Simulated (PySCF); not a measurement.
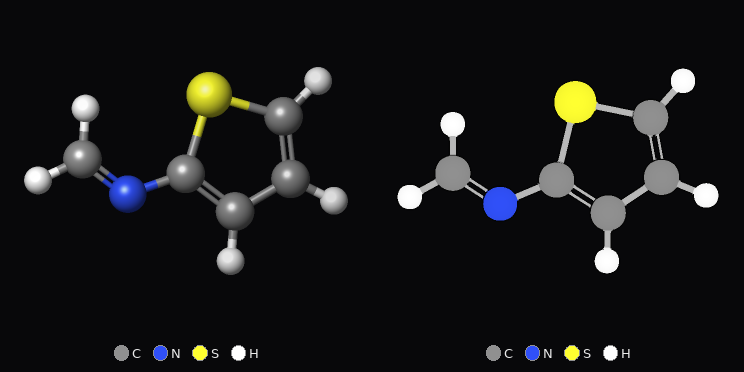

The same structure drawn twice, from different directions.

Computed geometry: GFN2-xTB optimisation. No frequency run is at hand to confirm it as a minimum.

What is the molecular formula?

C₅H₅NS, 12 atoms: 5 carbon, 5 hydrogen, 1 nitrogen and 1 sulfur.

Write the SMILES.

C=Nc1cccs1

More results for the same structure follow; atom numbers are the same in all pictures, views and colours differ.

### Geometry

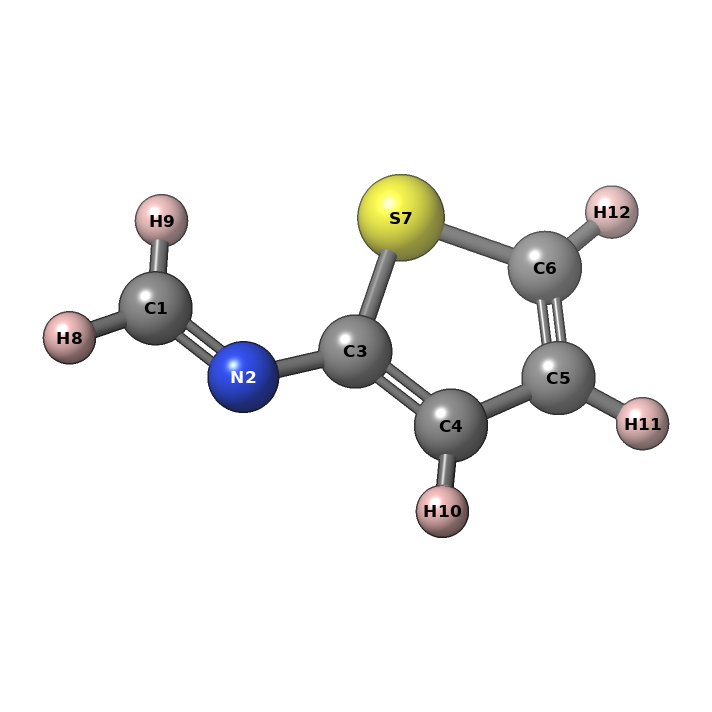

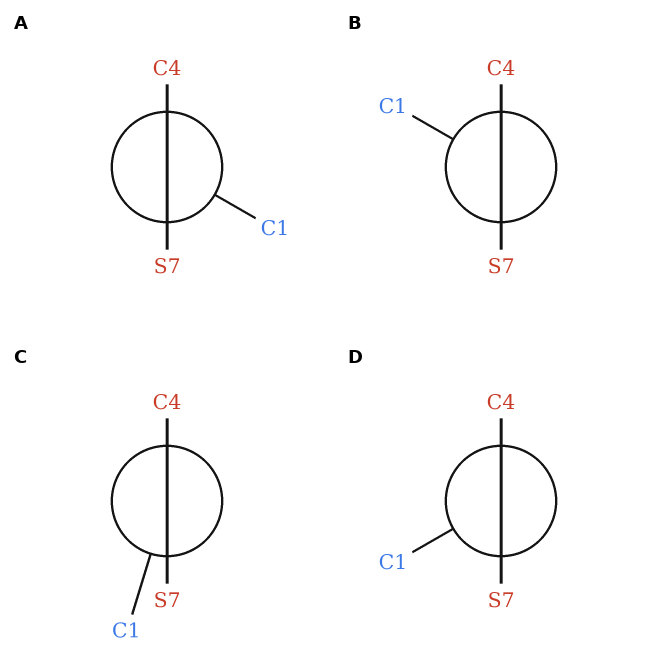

Distant atoms are faded towards the background colour. Bonds that would overlap in a projection are set slightly apart. No frequency run is at hand to confirm it as a minimum.

Which Newman projection shows the view along C3–N2, with C3 in front?

C. The torsion angle S7–C3–N2–C1 is 0°, synperiplanar (eclipsed).

### Quadrupole coupling

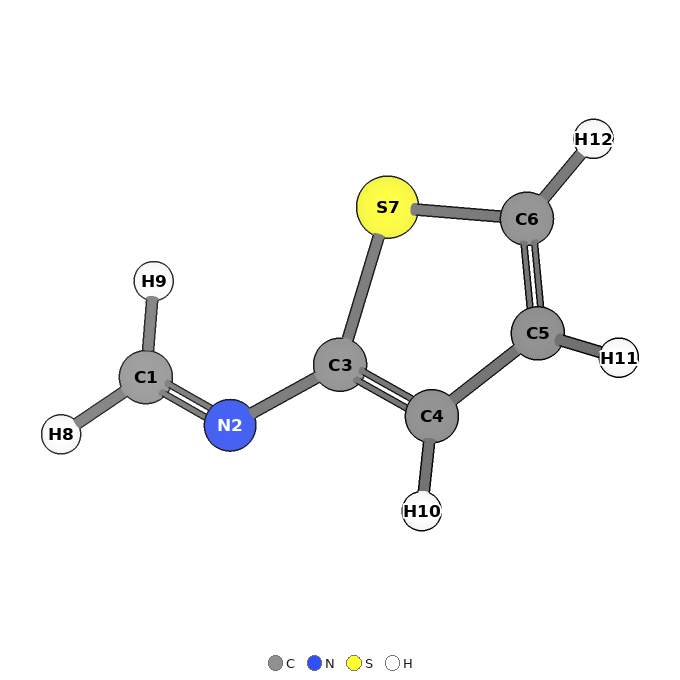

No frequency run is at hand to confirm it as a minimum. Electric field gradients from the ground-state density, PBE0/pcSseg-1 (PySCF 2.14.0), non-relativistic apart from any core potentials.

Give the largest field-gradient component, the quadrupole coupling constant and the asymmetry for 14N at N2 (Q = 20.44 mb), 33S at S7 (Q = −67.81 mb).

```
atom  V_zz (a.u.)  e²qQ/h (MHz)     η
  N2       −1.149         −5.52  0.40
  S7        1.767         −28.2  0.68
```

### Ring current

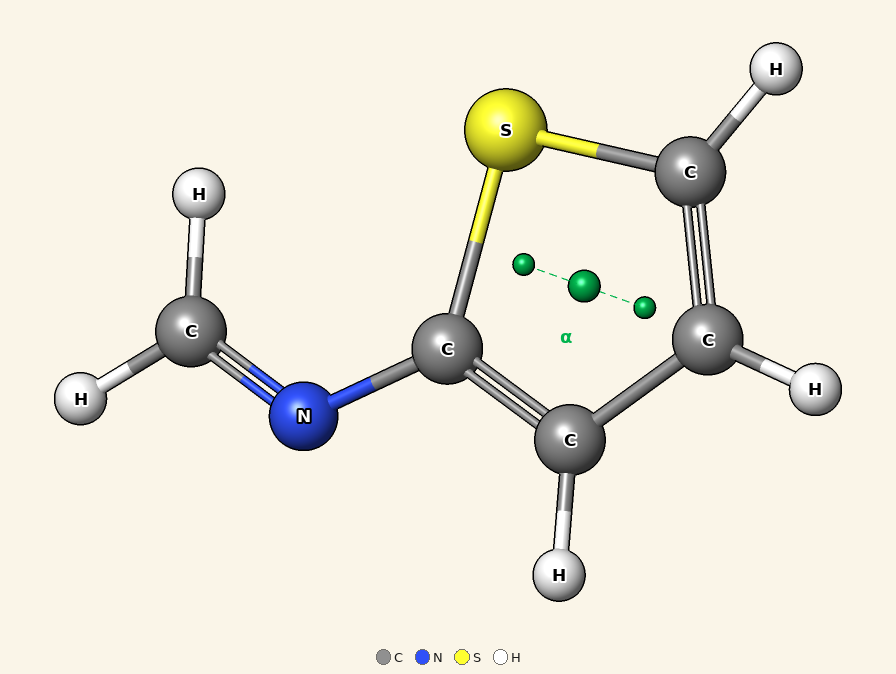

The small points mark where nucleus-independent chemical shifts (NICS) were computed: at the centre of each lettered ring and 1 Å above and below it. No frequency run is at hand to confirm it as a minimum. Level of theory: GIAO PBE0/pcSseg-1 NMR shielding, non-relativistic, gas phase (PySCF 2.14.0).

Give NICS(0), NICS(1) and the out-of-plane component NICS(1)zz for each ring (means of the two sides).

```tsv
ring	members	NICS(0)	NICS(1)	NICS(1)zz
α	C4S	−10.2	−9.4	−21.4
```

Values in ppm.

What do the values say about the ring currents?

Ring α: diatropic, as in an aromatic ring. NICS is one index among several.

### NMR shielding

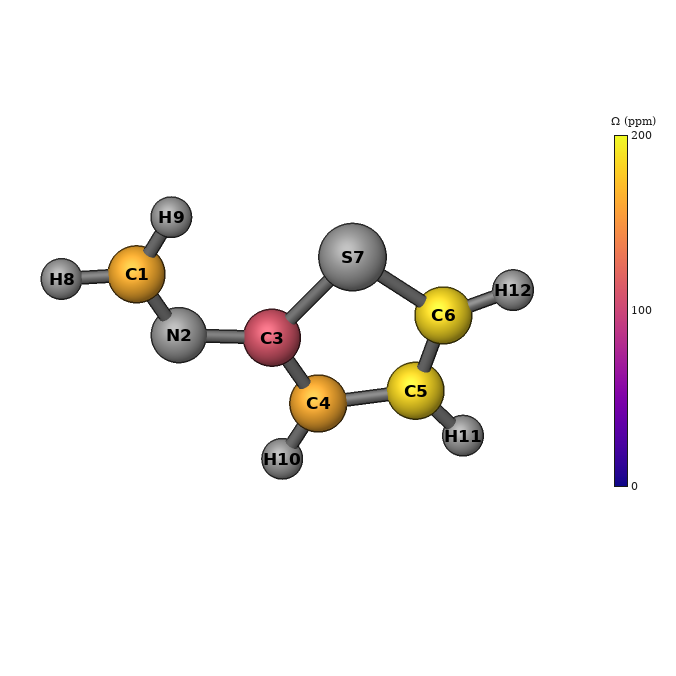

The C atoms are coloured by the span of their shielding tensor. No frequency run is at hand to confirm it as a minimum. Method: GIAO PBE0/pcSseg-1 NMR shielding, non-relativistic, gas phase (PySCF 2.14.0). Principal shieldings σ11 ≤ σ22 ≤ σ33, span Ω = σ33 − σ11, skew κ = 3(σiso − σ22)/Ω.

Give the shielding tensors of the C atoms.

```
atom    σ11   σ22    σ33  σiso      Ω      κ
  C1  −40.6  40.1  124.3  41.3  165.0   0.02
  C3  −32.6  24.6   78.8  23.6  111.4  −0.03
  C4  −19.5  27.5  144.5  50.8  164.0   0.43
  C5  −29.3  43.2  156.2  56.7  185.5   0.22
  C6  −40.3  57.0  146.1  54.2  186.4  −0.04
```

Shieldings and span in ppm.

### Electronic properties

No frequency run is at hand to confirm it as a minimum. Method: PBE0/pcSseg-1, gas phase (PySCF 2.14.0).

Computed properties:

- dipole moment: 0.90 D
- HOMO energy (Kohn–Sham orbital): −6.60 eV
- LUMO energy (Kohn–Sham orbital): −1.71 eV
- HOMO–LUMO gap: 4.90 eV
